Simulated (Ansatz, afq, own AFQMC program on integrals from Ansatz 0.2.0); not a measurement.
# CH₄Si (singlet): AFQMC on the coupled-cluster ladder at distance Si1–C2 = 5.151 Å, 6-31G

Aim: compute CH₄Si (singlet) with auxiliary-field quantum Monte Carlo on the same integrals as coupled cluster, and set the energies side by side.

Computed with Ansatz 0.2.0, Gaussian basis, and an in-house AFQMC program (afq) on its integrals; all values are calculated. Level: 6-31G, frozen cores.

Plan: PBE (unrestricted); r2SCAN (unrestricted); PBE0 (unrestricted); B3LYP (unrestricted); wB97M-V (unrestricted); B2PLYP (unrestricted); CCSD(T) on RHF; CCSDT(Q) on RHF; Phaseless AFQMC, CISD trial on RHF; Phaseless AFQMC, single-determinant trial on RHF; UHF; CCSD(T) on UHF; CCSDT(Q) on UHF; Phaseless AFQMC, CISD trial on UHF; Phaseless AFQMC, single-determinant trial on UHF; Free-projection AFQMC, CISD trial on UHF.

7 further runs of the same task are left out: 7 that didn't finish.

## (1) The geometry

The geometry derives from a PBE0/def2-TZVP stationary point (not a proven minimum). One bond is set to the value named and the two fragments are kept rigid.

6 atoms, charge 0, spin multiplicity 1.

Atoms are counted from 1 here; the program's logs count them from 0.

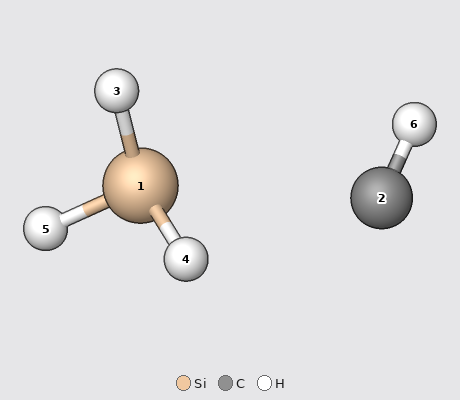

The structure; silicon light orange, carbon grey, hydrogen white; atoms are numbered from 1 in the order of the file.

As a file:

```xyz
6

Si    0.00000    0.11466    1.49195
C     0.00000   -0.33208   -3.63964
H     0.00000    1.43243    2.19278
H     1.21534   -0.65107    1.89259
H    -1.21534   -0.65107    1.89259
H     0.00000    0.63194   -4.17987
```

## (2) PBE (unrestricted)

in.yaml

```yaml
crystal:
  periodic: [false, false, false]
  atoms:
    - {symbol: Si, position_ang: [0.000000, 0.114658, 1.491952]}
    - {symbol: C, position_ang: [0.000000, -0.332080, -3.639638]}
    - {symbol: H, position_ang: [0.000000, 1.432435, 2.192781]}
    - {symbol: H, position_ang: [1.215343, -0.651070, 1.892592]}
    - {symbol: H, position_ang: [-1.215343, -0.651070, 1.892592]}
    - {symbol: H, position_ang: [0.000000, 0.631936, -4.179867]}
basis:
  gaussian: {orbitals: 6-31G}
magnetization: {spin_polarized: true, initial_magnetization: 0}
hamiltonian: {xc: {name: PBE}}
output: {orbitals: {seedname: orbitals}}
```

The run is started by

```sh
ansatz run in.yaml --threads 1 --pin off --events-out ev --progress --plain --max-ram 1382MiB
```

Log:

```text
Functional definition: PBE
  name "PBE"
  cite "Perdew, Burke & Ernzerhof, Phys. Rev. Lett. 77, 3865 (1996) doi:10.1103/PhysRevLett.77.3865"
  parent pbe
  parameter kappa = 0.804
  parameter beta = 0.06672455060314922
  exchange = pbe_x(kappa = kappa, mu = beta*pi^2/3)
  correlation = pbe_c(beta = beta)
395 factors; integrals over basis functions are off by at most 3.2e-4 eV
mean field evaluation 1: about -8954.9028 eV, gradient 2.6e1 eV
mean field evaluation 2: about -8864.8328 eV, gradient 5.1e1 eV
mean field evaluation 4: about -8953.9203 eV, gradient 1.9e1 eV
mean field evaluation 8: about -8963.2773 eV, gradient 3.4e-2 eV
mean field evaluation 16: about -8963.3771 eV, gradient 1.3e0 eV
mean field evaluation 32: about -8964.1841 eV, gradient 1.5e-2 eV
mean field evaluation 64: about -8964.1448 eV, gradient 5.3e-1 eV
mean field evaluation 96: about -8954.0463 eV, gradient 1.8e1 eV
mean field evaluation 128: about -8964.0987 eV, gradient 1.3e0 eV
mean field evaluation 160: about -8964.1705 eV, gradient 3.4e-1 eV
mean field evaluation 192: about -8964.1791 eV, gradient 1.8e-1 eV
mean field evaluation 224: about -8964.1840 eV, gradient 2.4e-2 eV
mean field evaluation 256: about -8964.1840 eV, gradient 1.4e-2 eV
mean field -8964.18426708 eV, -329.4276956730 hartree, gradient 1.4e-6 eV, S^2 1.145912; 19 other end points of the search recorded, 0 dependent functions left out
reference -8964.18430692 eV, -329.4276971369 hartree; 12, 12 occupied and 18, 18 virtual orbitals, 395 factors
Total energy: -8964.18430692 eV, -329.4276971369 hartree
```

Wall time 6.5 s (1 thread of Intel Xeon 6975P-C (Granite Rapids), shared host).

From the report: ⟨S²⟩ of the determinant 1.146 (pure singlet: 0.00). The determinant is far from a pure spin state, so its energy mixes those of several spin states (harmless only where they are near-degenerate, as at dissociation).

## (3) r2SCAN (unrestricted)

Edit in.yaml of step 2 so:

```diff
@@ -12,3 +12,2 @@
 magnetization: {spin_polarized: true, initial_magnetization: 0}
-hamiltonian: {xc: {name: PBE}}
-output: {orbitals: {seedname: orbitals}}
+hamiltonian: {xc: {name: r2SCAN}}
```

Launched as before.

Log, shortened:

```text
Functional definition: r2SCAN
  name "r2SCAN"
  cite "Furness, Kaplan, Ning, Perdew & Sun, J. Phys. Chem. Lett. 11, 8208 (2020) doi:10.1021/acs.jpclett.0c02405"
  cite "Furness, Kaplan, Ning, Perdew & Sun, J. Phys. Chem. Lett. 11, 9248 (2020) doi:10.1021/acs.jpclett.0c03077"
  parent r2scan
[...]
395 factors; integrals over basis functions are off by at most 3.2e-4 eV
[...]
mean field -8968.62320242 eV, -329.5908235379 hartree, gradient 1.3e-6 eV, S^2 1.329737; 17 other end points of the search recorded, 0 dependent functions left out
reference -8968.62321502 eV, -329.5908240010 hartree; 12, 12 occupied and 18, 18 virtual orbitals, 395 factors
Total energy: -8968.62321502 eV, -329.5908240010 hartree
```

Wall time 18 s (1 thread of Intel Xeon 6975P-C (Granite Rapids), shared host).

From the report: ⟨S²⟩ of the determinant 1.330 (pure singlet: 0.00). The determinant is far from a pure spin state, so its energy mixes those of several spin states (harmless only where they are near-degenerate, as at dissociation).

## (4) PBE0 (unrestricted)

Edit in.yaml of step 3 so:

```diff
@@ -12,2 +12,3 @@
 magnetization: {spin_polarized: true, initial_magnetization: 0}
-hamiltonian: {xc: {name: r2SCAN}}
+hamiltonian: {xc: {name: PBE0}}
+output: {orbitals: {seedname: orbitals}}
```

Same command.

Log, shortened:

```text
Functional definition: PBE0
  name "PBE0"
  cite "Adamo & Barone, J. Chem. Phys. 110, 6158 (1999) doi:10.1063/1.478522"
  cite "Perdew, Burke & Ernzerhof, Phys. Rev. Lett. 77, 3865 (1996) doi:10.1103/PhysRevLett.77.3865"
  parent pbe
[...]
395 factors; integrals over basis functions are off by at most 3.2e-4 eV
[...]
mean field -8965.23754901 eV, -329.4664030699 hartree, gradient 4.1e-6 eV, S^2 1.178421; 15 other end points of the search recorded, 0 dependent functions left out
reference -8965.23757876 eV, -329.4664041631 hartree; 12, 12 occupied and 18, 18 virtual orbitals, 395 factors
Total energy: -8965.23757876 eV, -329.4664041631 hartree
```

It took 5.5 s on 1 thread of Intel Xeon 6975P-C (Granite Rapids), shared host.

From the report: ⟨S²⟩ of the determinant 1.178 (pure singlet: 0.00). The determinant is far from a pure spin state, so its energy mixes those of several spin states (harmless only where they are near-degenerate, as at dissociation).

## (5) B3LYP (unrestricted)

Edit in.yaml of step 4 so:

```diff
@@ -12,3 +12,2 @@
 magnetization: {spin_polarized: true, initial_magnetization: 0}
-hamiltonian: {xc: {name: PBE0}}
-output: {orbitals: {seedname: orbitals}}
+hamiltonian: {xc: {name: B3LYP}}
```

Same command.

Log, shortened:

```text
Functional definition: B3LYP
  name "B3LYP"
  cite "Stephens, Devlin, Chabalowski & Frisch, J. Phys. Chem. 98, 11623 (1994) doi:10.1021/j100096a001"
  cite "Becke, Phys. Rev. A 38, 3098 (1988) doi:10.1103/PhysRevA.38.3098"
  cite "Lee, Yang & Parr, Phys. Rev. B 37, 785 (1988) doi:10.1103/PhysRevB.37.785"
  cite "Vosko, Wilk & Nusair, Can. J. Phys. 58, 1200 (1980) doi:10.1139/p80-159"
[...]
395 factors; integrals over basis functions are off by at most 3.2e-4 eV
[...]
mean field -8970.92252628 eV, -329.6753221309 hartree, gradient 1.7e-6 eV, S^2 1.024228; 12 other end points of the search recorded, 0 dependent functions left out
reference -8970.92279151 eV, -329.6753318781 hartree; 12, 12 occupied and 18, 18 virtual orbitals, 395 factors
Total energy: -8970.92279151 eV, -329.6753318781 hartree
```

Run time: 4.6 s. Hardware: 1 thread of Intel Xeon 6975P-C (Granite Rapids), shared host.

From the report: ⟨S²⟩ of the determinant 1.024 (pure singlet: 0.00). The determinant is far from a pure spin state, so its energy mixes those of several spin states (harmless only where they are near-degenerate, as at dissociation).

## (6) wB97M-V (unrestricted)

Edit in.yaml of step 5 so:

```diff
@@ -12,2 +12,3 @@
 magnetization: {spin_polarized: true, initial_magnetization: 0}
-hamiltonian: {xc: {name: B3LYP}}
+hamiltonian: {xc: {name: wB97M-V}}
+output: {orbitals: {seedname: orbitals}}
```

The command is unchanged.

Log, shortened:

```text
Functional definition: wB97M-V
  name "wB97M-V"
  cite "Mardirossian & Head-Gordon, J. Chem. Phys. 144, 214110 (2016) doi:10.1063/1.4952647"
  cite "Becke, J. Chem. Phys. 107, 8554 (1997) doi:10.1063/1.475007"
  cite "Vydrov & Van Voorhis, J. Chem. Phys. 133, 244103 (2010) doi:10.1063/1.3521275"
  # Of w^i u^j: cxij and so on, Table III.
[...]
  gx(w, u) = 1 - cx + cx01*u + cx10*w
  gss(w, u) = css00 + css04*u^4 + css10*w + css20*w^2 + css43*w^4*u^3
  gos(w, u) = cos00 + cos10*w + (cos20 + cos21*u)*w^2 + (cos60 + cos61*u)*w^6
[...]
      + integral(e_c_pw_mod_opposite_spin*gos(b97_w_opposite, b97_u_opposite)) + vv10(b, c)
395 factors; integrals over basis functions are off by at most 3.2e-4 eV
155 factors; integrals over basis functions are off by at most 3.3e-6 eV
[...]
mean field -8968.56291046 eV, -329.5886078490 hartree, gradient 1.0e-6 eV, S^2 0.999962; 7 other end points of the search recorded, 0 dependent functions left out
reference -8968.56295255 eV, -329.5886093961 hartree; 12, 12 occupied and 18, 18 virtual orbitals, 395 factors
Total energy: -8968.56295255 eV, -329.5886093961 hartree
```

It took 11 s on 1 thread of Intel Xeon 6975P-C (Granite Rapids), shared host.

From the report: ⟨S²⟩ of the determinant 1.000 (pure singlet: 0.00). The determinant is far from a pure spin state, so its energy mixes those of several spin states (harmless only where they are near-degenerate, as at dissociation).

## (7) B2PLYP (unrestricted)

Edit in.yaml of step 6 so:

```diff
@@ -12,3 +12,3 @@
 magnetization: {spin_polarized: true, initial_magnetization: 0}
-hamiltonian: {xc: {name: wB97M-V}}
-output: {orbitals: {seedname: orbitals}}
+hamiltonian: {xc: {name: B2PLYP}}
+correlation: {electrons: outside_noble_gas}
```

The command is unchanged.

Log, shortened:

```text
Functional definition: B2PLYP
  name "B2PLYP"
  cite "Grimme, J. Chem. Phys. 124, 034108 (2006) doi:10.1063/1.2148954"
  cite "Becke, Phys. Rev. A 38, 3098 (1988) doi:10.1103/PhysRevA.38.3098"
  cite "Lee, Yang & Parr, Phys. Rev. B 37, 785 (1988) doi:10.1103/PhysRevB.37.785"
[...]
395 factors; integrals over basis functions are off by at most 3.2e-4 eV
[...]
mean field -8963.58210505 eV, -329.4055666265 hartree, gradient 2.8e-9 eV, S^2 1.147552; 11 other end points of the search recorded, 0 dependent functions left out
6 core orbitals not correlated: weight in the atoms' cores, before any rotation towards them, 1.000 or more for the frozen orbitals, at most 0.000 for the correlated occupied ones
reference -8963.58227219 eV, -329.4055727687 hartree; 6, 6 occupied and 18, 18 virtual orbitals, 395 factors
second order -3.14733512 eV of doubles, -0.00000000 eV of singles
Total energy: -8964.43205267 eV, -329.4368016254 hartree
```

It took 4.5 s on 1 thread of Intel Xeon 6975P-C (Granite Rapids), shared host.

From the report: ⟨S²⟩ of the determinant 1.148 (pure singlet: 0.00). The determinant is far from a pure spin state, so its energy mixes those of several spin states (harmless only where they are near-degenerate, as at dissociation).

## (8) CCSD(T) on RHF

Edit in.yaml of step 7 so:

```diff
@@ -11,4 +11,3 @@
   gaussian: {orbitals: 6-31G}
-magnetization: {spin_polarized: true, initial_magnetization: 0}
-hamiltonian: {xc: {name: B2PLYP}}
-correlation: {electrons: outside_noble_gas}
+magnetization: {spin_polarized: false}
+correlation: {method: ccsd_t, electrons: outside_noble_gas, hamiltonian_folder: ham}
```

Launched as before.

Log, shortened:

```text
Functional definition: HF
  name "HF"
  cite "Fock, Z. Phys. 61, 126 (1930) doi:10.1007/BF01340294"
  parent pbe
[...]
395 factors; integrals over basis functions are off by at most 3.2e-4 eV
[...]
mean field -8943.15672863 eV, -328.6549478879 hartree, gradient 4.5e-6 eV, S^2 0.000000; 11 other end points of the search recorded, 0 dependent functions left out; unrestricted orbitals would lower it
[...]
determinant -8943.15672863 eV, -328.6549478879 hartree, with singles and doubles -8949.94450635 eV, -328.9043941183 hartree
determinant -8942.54263188 eV, -328.6323802487 hartree, with singles and doubles -8949.68763492 eV, -328.8949542672 hartree
determinant -8940.23136651 eV, -328.5474428127 hartree, with no singles and doubles
determinant -8939.92328414 eV, -328.5361209945 hartree, with singles and doubles -8946.04032168 eV, -328.7609179778 hartree
determinant -8943.15672863 eV, -328.6549478879 hartree, with singles and doubles -8950.84898788 eV, -328.9376332014 hartree
determinant -8942.54263188 eV, -328.6323802487 hartree, with singles and doubles -8950.83338020 eV, -328.9370596297 hartree
[...]
unrestricted determinant -8947.67342985 eV, -328.8209335960 hartree, S^2 1.3310
6 core orbitals not correlated: weight in the atoms' cores, before any rotation towards them, 1.000 or more for the frozen orbitals, at most 0.000 for the correlated occupied ones
reference -8943.15672863 eV, -328.6549478879 hartree; 6, 6 occupied and 18, 18 virtual orbitals, 395 factors
second order -6.17958550 eV of doubles, -0.00000000 eV of singles
cycle   1  -4.72721491 eV  change    -1.5e0 eV  update   1.6e-1
[...]
cycle  19  -7.69225965 eV  change    1.6e-6 eV  update   2.3e-6
perturbative correction -0.61089211 eV, -0.0224498711 hartree
WARN: these amplitudes may be one of several solutions (largest doubles amplitude 0.88, level shift 9.56 eV)
Total energy: -8951.45988039 eV, -328.9600830870 hartree
```

Run time: 1.3 s. Hardware: 1 thread of Intel Xeon 6975P-C (Granite Rapids), shared host.

From the report: correlation -8.3032 eV; T1 0.038; largest double amplitude 0.88. The report flags that the cluster equations may have other roots.

This run also writes the integrals to the folder ham.

## (9) CCSDT(Q) on RHF

Edit in.yaml of step 8 so:

```diff
@@ -12,2 +12,2 @@
 magnetization: {spin_polarized: false}
-correlation: {method: ccsd_t, electrons: outside_noble_gas, hamiltonian_folder: ham}
+correlation: {method: ccsdt_q, electrons: outside_noble_gas}
```

The command is unchanged.

Log, shortened:

```text
Functional definition: HF
  name "HF"
  cite "Fock, Z. Phys. 61, 126 (1930) doi:10.1007/BF01340294"
  parent pbe
[...]
649 factors; integrals over basis functions are off by at most 5.7e-8 eV
[...]
mean field -8943.15674452 eV, -328.6549484716 hartree, gradient 4.4e-6 eV, S^2 0.000000; 11 other end points of the search recorded, 0 dependent functions left out; unrestricted orbitals would lower it
determinant -8943.15674452 eV, -328.6549484716 hartree, with singles and doubles -8949.94455656 eV, -328.9043959634 hartree
determinant -8942.54268130 eV, -328.6323820647 hartree, with singles and doubles -8949.68770996 eV, -328.8949570247 hartree
determinant -8940.23141026 eV, -328.5474444205 hartree, with no singles and doubles
determinant -8939.92335546 eV, -328.5361236156 hartree, with singles and doubles -8946.04042976 eV, -328.7609219497 hartree
determinant -8943.15674452 eV, -328.6549484716 hartree, with singles and doubles -8950.84905626 eV, -328.9376357141 hartree
determinant -8942.54268130 eV, -328.6323820647 hartree, with singles and doubles -8950.83343817 eV, -328.9370617598 hartree
[...]
unrestricted determinant -8947.67349822 eV, -328.8209361088 hartree, S^2 1.3310
6 core orbitals not correlated: weight in the atoms' cores, before any rotation towards them, 1.000 or more for the frozen orbitals, at most 0.000 for the correlated occupied ones
reference -8943.15674452 eV, -328.6549484716 hartree; 6, 6 occupied and 18, 18 virtual orbitals, 649 factors
second order -6.17973242 eV of doubles, -0.00000000 eV of singles
cycle   1  -4.72725444 eV  change    -1.5e0 eV  update   1.6e-1
[...]
cycle  30  -8.08772112 eV  change   -2.7e-7 eV  update   3.9e-8
perturbative correction -0.00638719 eV, -0.0002347250 hartree
WARN: these amplitudes may be one of several solutions (largest doubles amplitude 0.94, level shift 9.56 eV)
Total energy: -8951.25085283 eV, -328.9524014656 hartree
```

Wall time 3.1 s (1 thread of Intel Xeon 6975P-C (Granite Rapids), shared host).

From the report: correlation -8.0941 eV; T1 0.037; largest double amplitude 0.94. The report flags that the cluster equations may have other roots.

## (10) Phaseless AFQMC, CISD trial on RHF

It reads the integrals that the CCSD(T) run on this determinant wrote.

The run is started by

```sh
afq ham --method phaseless --trial cisd --walkers 70 --populations 1 --least-time 40 --time-step 0.005 --steps-per-block 50 --equilibration-blocks 40 --max-blocks 300 --target-error 0.00084 --factor-cut 1e-05 --seed 1228 --release-times 0.24,0.51,0.99,1.62,2.4 --release-step 0.03 --release-every 4 --taylor-order 6
```

Log:

```text
orbitals 24  electrons 6 6  factors 138 of 395
reference energy -328.65494789 Eh
CCSD correlation -0.28268505 Eh in 14 cycles, weight of the determinant in the CISD state 0.5207
energy of the start -328.937633 Eh
 block  time / (1/Eh)  mean weight  energy / Eh
     1     0.250  1.0001  -328.930584
     2     0.500  0.9986  -328.931074
     3     0.750  1.0009  -328.930736
     4     1.000  1.0001  -328.934311
     5     1.250  1.0011  -328.952817
     6     1.500  0.9990  -328.935658
     7     1.750  0.9998  -328.939773
     8     2.000  0.9995  -328.943220
     9     2.250  0.9995  -328.947779
    10     2.500  0.9983  -328.948321
    17     4.250  0.9999  -328.948997
    25     6.250  0.9991  -328.945837
    33     8.250  1.0020  -328.947679
    41    10.250  0.9995  -328.953327
    49    12.250  0.9994  -328.963110
    57    14.250  1.0008  -328.968511
    65    16.250  1.0017  -328.947345
    73    18.250  0.9994  -328.990626
    81    20.250  0.9983  -328.944613
    89    22.250  0.9988  -328.953621
    97    24.250  1.0014  -328.940374
   105    26.250  1.0006  -328.945577
   113    28.250  0.9997  -328.946503
   121    30.250  0.9987  -328.936125
   129    32.250  1.0007  -328.964042
   137    34.250  0.9995  -328.943034
   145    36.250  0.9999  -328.962065
   153    38.250  1.0028  -328.950898
   161    40.250  1.0010  -328.949136
   169    42.250  0.9989  -328.953282
   177    44.250  1.0004  -328.938670
   185    46.250  1.0006  -328.937168
   193    48.250  1.0001  -328.948541
   201    50.250  1.0003  -328.937643
   209    52.250  1.0001  -328.958415
   217    54.250  1.0007  -328.954807
   225    56.250  0.9997  -328.951773
   233    58.250  0.9989  -328.967574
   241    60.250  0.9988  -328.932204
   249    62.250  0.9993  -328.937247
   257    64.250  1.0004  -328.952381
   265    66.250  1.0017  -328.947205
   273    68.250  1.0019  -328.956071
   281    70.250  0.9956  -328.942747
   289    72.250  1.0005  -328.944453
   297    74.250  1.0006  -328.932529
   305    76.250  1.0000  -328.951219
   313    78.250  0.9993  -328.976775
   321    80.250  1.0005  -328.974644
   329    82.250  1.0008  -328.941239
   337    84.250  0.9998  -328.945878
blocks merged  error / Eh  count
     1  0.000981  300
     2  0.001138  150
     4  0.001323  75
     8  0.001633  37
    16  0.001566  18
    32  0.001519  9
released: time / (1/Eh)  energy / Eh  error  mean overlap
  0.24  -328.952404  0.002279  1.0073
  0.51  -328.955150  0.004174  1.0066
  0.99  -328.957023  0.006023  1.0102
  1.62  -328.950024  0.002427  1.0312
  2.40  -328.945588  0.002422  1.0120
energy -328.952354 +/- 0.001633 Eh
```

Wall time 56 s (1 thread of Intel Xeon 6975P-C (Granite Rapids), shared host).

Energy -8951.2496 ± 0.0444 eV. Caveats: constraint bias not in the error; error above the target; other roots.

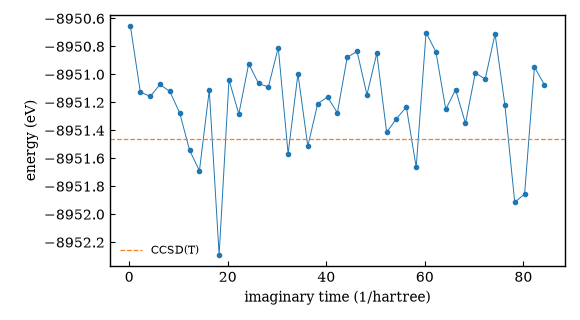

Block energies along the walk.

## (11) Phaseless AFQMC, single-determinant trial on RHF

It reads the integrals that the CCSD(T) run on this determinant wrote.

The run is started by

```sh
afq ham --method phaseless --trial hf --walkers 140 --populations 1 --least-time 40 --time-step 0.005 --steps-per-block 20 --equilibration-blocks 160 --max-blocks 600 --target-error 0.00252 --factor-cut 1e-05 --seed 2945 --taylor-order 6
```

Log:

```text
orbitals 24  electrons 6 6  factors 138 of 395
reference energy -328.65494789 Eh
CCSD correlation -0.28268505 Eh in 14 cycles, weight of the determinant in the CISD state 0.5207
energy of the start -328.654948 Eh
 block  time / (1/Eh)  mean weight  energy / Eh
     1     0.100  1.0007  -328.683785
     2     0.200  1.0010  -328.704347
     3     0.300  1.0008  -328.725793
     4     0.400  1.0016  -328.742041
     5     0.500  1.0001  -328.748694
     6     0.600  1.0013  -328.756570
     7     0.700  1.0003  -328.767166
     8     0.800  1.0005  -328.778503
     9     0.900  0.9997  -328.787683
    10     1.000  1.0009  -328.802880
    20     2.000  0.9999  -328.857219
    39     3.900  1.0007  -328.875316
    58     5.800  0.9976  -328.771253
    77     7.700  0.9996  -328.867398
    96     9.600  1.0034  -328.972717
   115    11.500  1.0002  -328.870454
   134    13.400  1.0005  -328.862618
   153    15.300  1.0002  -328.871299
   172    17.200  0.9991  -328.874292
   191    19.100  0.9997  -328.853953
   210    21.000  0.9993  -328.847423
   229    22.900  0.9984  -328.901011
   248    24.800  0.9996  -328.883570
   267    26.700  0.9998  -328.874352
   286    28.600  1.0006  -328.871655
   305    30.500  0.9977  -328.857971
   324    32.400  0.9997  -328.851692
   343    34.300  1.0019  -328.923437
   362    36.200  0.9999  -328.871156
   381    38.100  0.9996  -328.847844
   400    40.000  0.9992  -328.826385
   419    41.900  1.0005  -328.875141
   438    43.800  1.0001  -328.861694
   457    45.700  1.0001  -328.853012
   476    47.600  0.9998  -328.839842
   495    49.500  1.0030  -328.962420
   514    51.400  1.0005  -328.876345
   533    53.300  1.0008  -328.905078
   552    55.200  1.0004  -328.947669
   571    57.100  0.9984  -328.867542
   590    59.000  1.0011  -328.875387
   609    60.900  1.0015  -328.858057
   628    62.800  0.9991  -328.852445
   647    64.700  1.0000  -328.868588
   666    66.600  1.0038  -329.137712
   685    68.500  0.9990  -328.923300
   704    70.400  1.0005  -328.875863
   723    72.300  1.0013  -328.909545
   742    74.200  1.0007  -328.873855
blocks merged  error / Eh  count
     1  0.001426  600
     2  0.001879  300
     4  0.002430  150
     8  0.002999  75
    16  0.003520  37
    32  0.004710  18
    64  0.005505  9
energy -328.881451 +/- 0.004710 Eh
```

Wall time 49 s (1 thread of Intel Xeon 6975P-C (Granite Rapids), shared host).

Energy -8949.3202 ± 0.1282 eV. The run doesn't count as converged. Caveats: constraint bias not in the error; error not settled; error above the target; other roots.

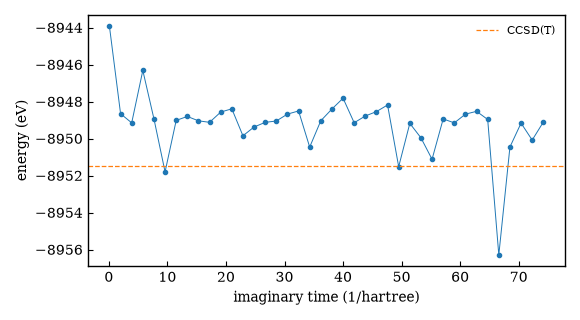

Block energies along the walk.

[end of part 1 of 2]
